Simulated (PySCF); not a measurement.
NMR shielding calculation of C₃H₇ClOSi

C₃H₇ClOSi, computed with GIAO PBE0/def2-SVP NMR shielding, non-relativistic, gas phase (PySCF 2.14.0).

The geometry comes from this level: PBE0-D3(BJ)/def2-SVP. Figures and captions count atoms from 1; the log counts them from 0 in places.

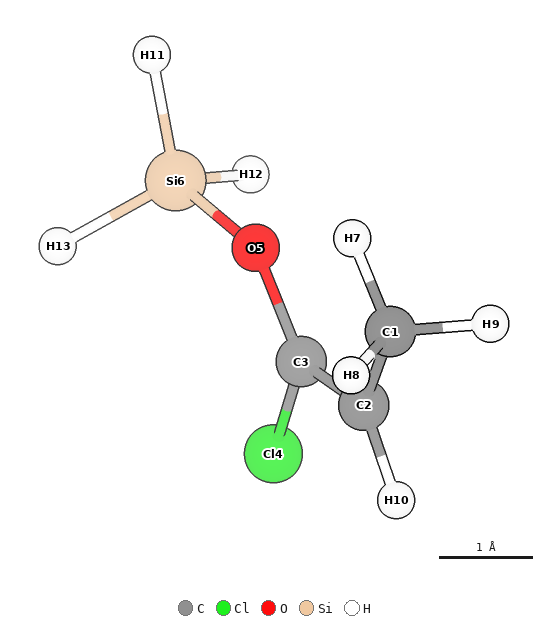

Fig. 1: The structure as given in the input (ball-and-stick view, seen at a tilt; atoms are numbered from 1 in the order of the input). Bond lengths as drawn: C–C 1.34 to 1.49 Å, C–Cl 1.75 Å, C–H 1.09 to 1.10 Å, C–O 1.33 Å, H–Si 1.49 Å and O–Si 1.69 Å.

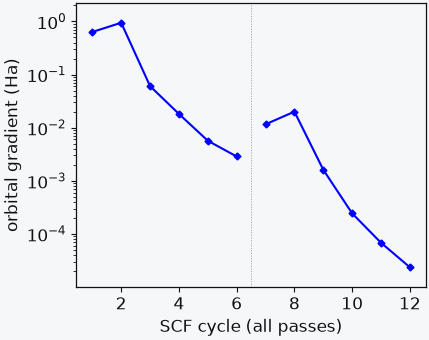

Fig. 2: Convergence of the self-consistent field: orbital gradient against the SCF cycle. The dotted line marks the change from a coarse to the final integration grid. The first 6 cycles use a coarse grid, the final grid takes over at cycle 7, and the field converges after 12 cycles in all.

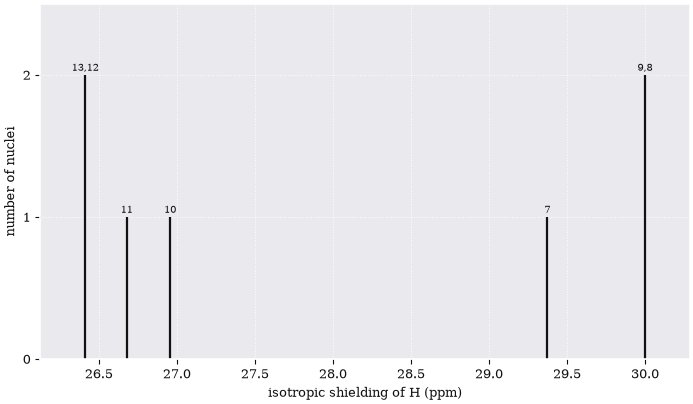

Fig. 3: Isotropic shieldings of the hydrogen nuclei in this fixed geometry, labelled by atom number; shielding grows to the right, so chemical shift grows to the left. The least shielded is H13 (26.4 ppm), the most shielded H8 (30.0 ppm).

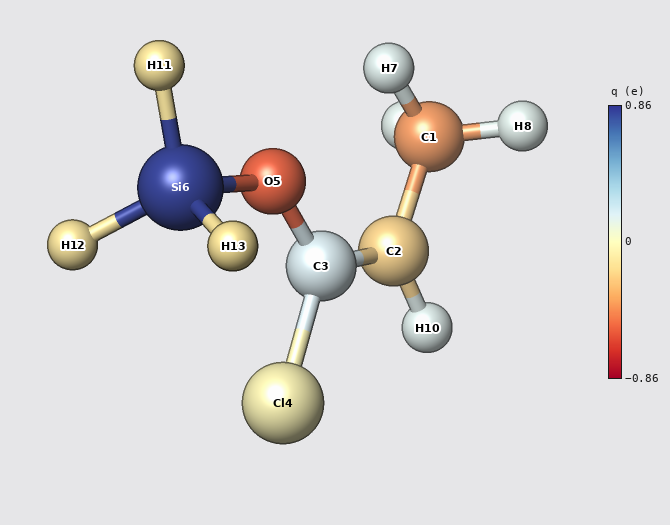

Fig. 4: IAO charges, as the colour of each atom (ball-and-stick view, seen at a tilt; atoms are numbered from 1 in the order of the input). By element: C −0.40 to +0.17, Cl −0.05, O −0.55, Si +0.82 and H −0.13 to +0.15 e.

The input that produced these results follows, with the program's output.

**The input**
```
{"job": {"kind": "nmr", "xc": "PBE0", "basis": "def2-SVP", "pop": true}, "charge": 0, "multiplicity": 1}
C     -2.015337    -0.556746    -0.008766
C     -1.254231    -0.831050    -1.261360
C      0.076215    -0.741225    -1.349950
Cl     0.903822    -1.078753    -2.858263
O      0.878627    -0.399366    -0.339694
Si     2.562194    -0.248071    -0.306146
H     -1.341689    -0.276501     0.811927
H     -2.739937     0.261623    -0.154775
H     -2.593744    -1.441069     0.306868
H     -1.793591    -1.121897    -2.164636
H      2.836056     0.158648     1.096663
H      3.220909    -1.549095    -0.607672
H      3.022991     0.805607    -1.252075
```

The first line tells a small driver script what to run in PySCF; the rest is the geometry in Å.

Launch command:
```bash
OMP_NUM_THREADS=1 python <driver script> task.json out
```

**The program's output**
```
coarse grid: 11936 points
cycle   1  E = -942.3780783727  dE =  5.860e-01  |g| = 6.333e-01  |ddm| = 3.700e+00
cycle   2  E = -942.2810755923  dE =  9.700e-02  |g| = 9.446e-01  |ddm| = 1.455e+00
cycle   3  E = -942.4601144469  dE = -1.790e-01  |g| = 6.054e-02  |ddm| = 9.381e-01
cycle   4  E = -942.4609493704  dE = -8.349e-04  |g| = 1.815e-02  |ddm| = 9.993e-02
cycle   5  E = -942.4610280267  dE = -7.866e-05  |g| = 5.673e-03  |ddm| = 2.686e-02
cycle   6  E = -942.4610340653  dE = -6.039e-06  |g| = 2.867e-03  |ddm| = 8.483e-03
final grid: 106112 points
cycle   7  E = -942.5750833954  dE = -1.493e-06  |g| = 1.157e-02  |ddm| = 2.294e-02
cycle   8  E = -942.5750249228  dE =  5.847e-05  |g| = 2.004e-02  |ddm| = 2.893e-02
cycle   9  E = -942.5751114426  dE = -8.652e-05  |g| = 1.613e-03  |ddm| = 1.980e-02
cycle  10  E = -942.5751121082  dE = -6.655e-07  |g| = 2.434e-04  |ddm| = 1.844e-03
cycle  11  E = -942.5751121204  dE = -1.219e-08  |g| = 6.813e-05  |ddm| = 3.074e-04
cycle  12  E = -942.5751121214  dE = -9.989e-10  |g| = 2.351e-05  |ddm| = 7.878e-05
converged SCF energy = -942.5751121214

GIAO shielding tensors (ppm)
atom      isotropic    diamagn.    paramagn.     s11        s22        s33       span
  0 C      181.861     247.911     -66.050    168.737    183.985    192.860     24.123
  1 C       95.153     252.830    -157.677     14.798    115.337    155.325    140.527
  2 C       52.618     254.159    -201.541    -31.787     81.610    108.031    139.819
  3 Cl     732.137    1144.917    -412.780    529.051    612.385   1054.974    525.923
  4 O      229.161     396.785    -167.624    163.975    260.679    262.830     98.855
  5 Si     446.246     879.417    -433.171    415.242    416.465    507.032     91.790
  6 H       29.374      33.161      -3.787     24.406     30.702     33.014      8.608
  7 H       30.000      29.157       0.843     25.618     27.426     36.956     11.338
  8 H       29.999      28.003       1.995     25.618     27.424     36.954     11.336
  9 H       26.957      29.381      -2.424     22.838     26.684     31.349      8.510
 10 H       26.679      29.516      -2.838     23.420     25.181     31.435      8.014
 11 H       26.414      27.958      -1.543     23.059     25.055     31.130      8.071
 12 H       26.411      28.560      -2.149     23.052     25.064     31.117      8.065
```

**Results in brief**

| quantity | value |
| --- | --- |
| outcome | converged |
| total energy | −942.575112 hartree |
| HOMO | −6.46 eV |
| LUMO | 0.47 eV |
| dipole moment | 0.62 D |
| isotropic shielding, C | 52.6 to 181.9 ppm |
| isotropic shielding, Cl | 732.1 ppm |
| isotropic shielding, O | 229.2 ppm |
| isotropic shielding, Si | 446.2 ppm |
| isotropic shielding, H | 26.4 to 30.0 ppm |
| hardware | 1 CPU thread, shared host |
| wall time | 20 s |
| peak memory | 0.65 GiB |
